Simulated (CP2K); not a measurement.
**CH7FOSiSn (SMILES FC([SiH3])[O][SnH3]): a first try and a second**

Aim: energy and forces of CH7FOSiSn at PM3.

Program for the calculation: CP2K 2026.2.

### 1 Starting point

The species is CH7FOSiSn (12 atoms), typed as a singlet with charge 0. SMILES: `FC([SiH3])[O][SnH3]`. Geometry: a rough force-field guess.

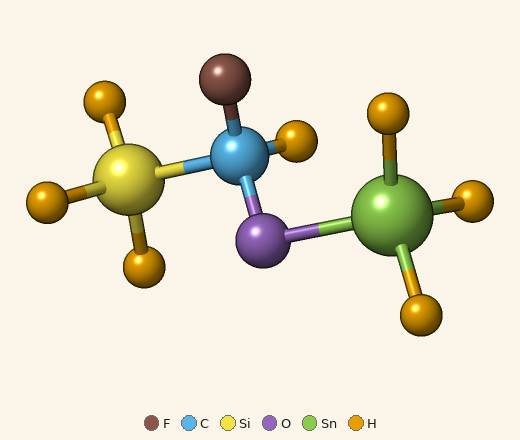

Viewed from a chosen angle; fluorine brown, carbon blue, silicon yellow, oxygen purple, tin green, hydrogen amber.

### 2 The input as first written

Input file qs.inp:

```
&GLOBAL
  PROJECT qs
  RUN_TYPE FREQ
  PRINT_LEVEL MEDIUM
&END GLOBAL

&FORCE_EVAL
  METHOD Quickstep
  &DFT
    &QS
      METHOD PM3
      EPS_DEFAULT 1.0E-10
      &SE
        &COULOMB
          CUTOFF [angstrom] 50
          RC_RANGE [angstrom] 0
        &END COULOMB
        &EXCHANGE
          CUTOFF [angstrom] 50
          RC_RANGE [angstrom] 0
        &END EXCHANGE
      &END SE
    &END QS
    &POISSON
      PERIODIC NONE
      POISSON_SOLVER ANALYTIC
    &END POISSON
    &SCF
      SCF_GUESS ATOMIC
      EPS_SCF 1.0E-06
      MAX_SCF 150
      ADDED_MOS 2
      &DIAGONALIZATION
        ALGORITHM STANDARD
      &END DIAGONALIZATION
      &MIXING
        METHOD DIRECT_P_MIXING
        ALPHA 0.4
      &END MIXING
    &END SCF
    &PRINT
      &MOMENTS
        PERIODIC F
        REFERENCE COM
        MAX_MOMENT 1
      &END MOMENTS
      &MO ON
        ENERGIES T
        OCCUPATION_NUMBERS T
        NDIGITS 6
        &EACH
          QS_SCF 0
        &END EACH
        ADD_LAST NUMERIC
      &END MO
      &HIRSHFELD OFF
      &END HIRSHFELD
    &END PRINT
  &END DFT
  &SUBSYS
    &CELL
      ABC 19.3 19.2 21.6
      PERIODIC NONE
    &END CELL
    &COORD
      F     -1.621500     0.037400     0.061200
      C     -0.365300    -0.277700     0.325600
      Si    -0.195400    -0.409600     2.162900
      O      0.595500     0.716300    -0.153600
      Sn     0.515300     0.619700    -2.160700
      H     -0.134900    -1.256500    -0.111000
      H      1.247700    -0.793700     2.496300
      H     -1.047400    -1.414800     2.687300
      H     -0.461900     0.903200     2.841200
      H      1.644400     1.806600    -2.753200
      H     -1.105700     0.981800    -2.714200
      H      1.006200    -0.967800    -2.647900
    &END COORD
    &TOPOLOGY
      &CENTER_COORDINATES
      &END CENTER_COORDINATES
    &END TOPOLOGY
  &END SUBSYS
  &PRINT
    &FORCES ON
    &END FORCES
  &END PRINT
&END FORCE_EVAL
```

Launch:

```console
$ OMP_NUM_THREADS=1 cp2k.psmp -i qs.inp -o qs.out
```

Output:

```text
*******************************************************************************
 *   ___                                                                       *
 *  /   \                                                                      *
 * [ABORT]                                                                     *
 *  \___/                   invalid value for enumeration:FREQ                 *
 *    |                                                                        *
 *  O/|                                                                        *
 * /| |                                                                        *
 * / \                                     input/input_enumeration_types.F:215 *
 *******************************************************************************

 ===== Routine Calling Stack =====

            4 val_create_parsing
            3 section_vals_parse
            2 section_vals_parse
            1 read_input

Program received signal SIGABRT: Process abort signal.

Backtrace for this error:
#0  0x5b577cb4f957 in ???
#1  0x5b579d404cac in __pthread_kill_implementation
#2  0x5b579d3abfb7 in raise
#3  0x5b579d395d37 in abort
#4  0x5b577d222d83 in ???
#5  0x5b577d224297 in ???
#6  0x5b577d224497 in ???
#7  0x5b577d38226f in ???
#8  0x5b577d39183b in ???
#9  0x5b577d39367b in ???
#10  0x5b577d3938f7 in ???
#11  0x5b577cc69807 in ???
#12  0x5b577d4d4e8b in ???
#13  0x5b577d4d9d0b in ???
#14  0x5b577cbf0db3 in ???
#15  0x5b577cbeef13 in ???
#16  0x5b579d396573 in __libc_start_call_main
#17  0x5b579d396657 in __libc_start_main_impl
#18  0x5b577cbef06f in ???
#19  0xffffffffffffffff in ???
```

Run time: 0.22 s. Hardware: 1 thread of Arm Neoverse V1, shared host.

### 3 What went wrong

The program refused the input.

The telling line is `\___/                   invalid value for enumeration:FREQ`. Cause: unknown run type.

### 4 The mended input

Input file gas.inp:

```
&GLOBAL
  PROJECT_NAME gas
  RUN_TYPE ENERGY_FORCE
  PRINT_LEVEL MEDIUM
&END GLOBAL

&FORCE_EVAL
  METHOD QS
  &DFT
    # Quickstep
    &QS
      METHOD PM3
      EPS_DEFAULT 1.0E-10
      &SE
        &COULOMB
          CUTOFF [angstrom] 50
          RC_RANGE [angstrom] 0
        &END COULOMB
        &EXCHANGE
          CUTOFF [angstrom] 50
          RC_RANGE [angstrom] 0
        &END EXCHANGE
      &END SE
    &END QS
    &POISSON
      PERIODIC NONE
      POISSON_SOLVER ANALYTIC
    &END POISSON
    &SCF
      SCF_GUESS ATOMIC
      EPS_SCF 1.0E-06
      MAX_SCF 150
      ADDED_MOS 2
      &DIAGONALIZATION
        ALGORITHM STANDARD
      &END DIAGONALIZATION
      &MIXING
        METHOD DIRECT_P_MIXING
        ALPHA 0.4
      &END MIXING
    &END SCF
    # extra output
    &PRINT
      &MOMENTS
        PERIODIC F
        REFERENCE COM
        MAX_MOMENT 1
      &END MOMENTS
      &MO ON
        ENERGIES T
        OCCUPATION_NUMBERS T
        NDIGITS 6
        &EACH
          QS_SCF 0
        &END EACH
        ADD_LAST NUMERIC
      &END MO
      &HIRSHFELD OFF
      &END HIRSHFELD
    &END PRINT
  &END DFT
  # structure
  &SUBSYS
    &CELL
      ABC 19.3 19.2 21.6
      PERIODIC NONE
    &END CELL
    &COORD
      F     -1.621500     0.037400     0.061200
      C     -0.365300    -0.277700     0.325600
      Si    -0.195400    -0.409600     2.162900
      O      0.595500     0.716300    -0.153600
      Sn     0.515300     0.619700    -2.160700
      H     -0.134900    -1.256500    -0.111000
      H      1.247700    -0.793700     2.496300
      H     -1.047400    -1.414800     2.687300
      H     -0.461900     0.903200     2.841200
      H      1.644400     1.806600    -2.753200
      H     -1.105700     0.981800    -2.714200
      H      1.006200    -0.967800    -2.647900
    &END COORD
    &TOPOLOGY
      &CENTER_COORDINATES
      &END CENTER_COORDINATES
    &END TOPOLOGY
  &END SUBSYS
  # extra output
  &PRINT
    &FORCES ON
    &END FORCES
  &END PRINT
&END FORCE_EVAL
```

Launch:

```console
$ OMP_NUM_THREADS=1 cp2k.psmp gas.inp > gas.out
```

Output:

```text
CP2K| version string:                                       CP2K version 2026.2
 CP2K| Input file name                                                   gas.inp

[... 217 lines left out ...]
  *** SCF run converged in    18 steps ***
[... 9 lines left out ...]
  Heat of formation [kcal/mol]:                               -28.60493299011438
[... 24 lines left out ...]
 SE_DIPOLE| Moment [a.u.]          -0.09374639       0.45862080       0.34656474
[... 1 line left out ...]
 SE_DIPOLE| Derivative [a.u.]       0.00000000       0.00000000       0.00000000
[... 43 lines left out ...]
 -------------------------------------------------------------------------------
```

It took 0.28 s on 1 thread of Arm Neoverse V1, shared host.

### 5 Summary of results

At PM3:

| quantity | value |
| --- | --- |
| total energy | -40.86444 Eh |
| dipole moment | 1.48 D |
| HOMO energy | -10.44 eV |
| LUMO energy | -0.70 eV |
| HOMO–LUMO gap | 9.74 eV |
| heat of formation | -28.6 kcal/mol |
| largest force on an atom | 3.752 eV/Å |

**Reading.** The largest force is 3.75 eV/Å: the shape isn't a stationary point for this species at this level.
